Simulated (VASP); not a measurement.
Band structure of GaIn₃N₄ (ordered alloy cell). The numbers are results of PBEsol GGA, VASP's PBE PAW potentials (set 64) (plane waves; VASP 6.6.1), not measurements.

Unless said otherwise, spin-orbit coupling is left out, though it shifts the bands of the heavy elements here.

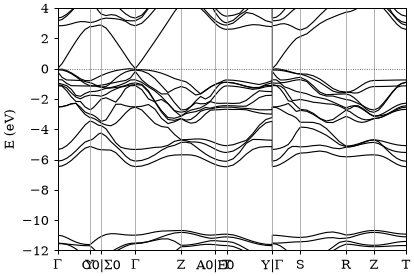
Fig. 1. Bands along high-symmetry lines, zero at the valence-band maximum or, without a gap, the Fermi level

Read the plot: is there a gap, and where are the band edges?

It has no gap at this level: it comes out as a metal or semimetal. (Edges off the drawn lines would not show.)

The structure was generated: GaIn3N4 was put into an ordered model structure (Amm2), which need not be its known phase. It was relaxed first.
